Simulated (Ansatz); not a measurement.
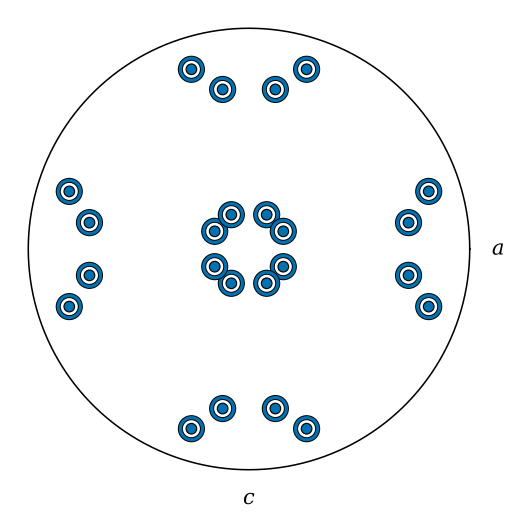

Stereographic projection: filled dots lie in the upper hemisphere, open rings in the lower. The b axis points at the viewer. The poles are all faces of one general form. Computed from the symmetry operations of a computed or model structure of composition NaCaI3, which need not be its known form.

> Name the crystal class.

m-3m (Oh), order 48, cubic system: three fourfold axes, four threefold axes, six twofold axes, nine mirror planes, an inversion centre.

> Which physical properties does it allow?

It is centrosymmetric, so neither piezoelectric nor pyroelectric; it is not chiral.
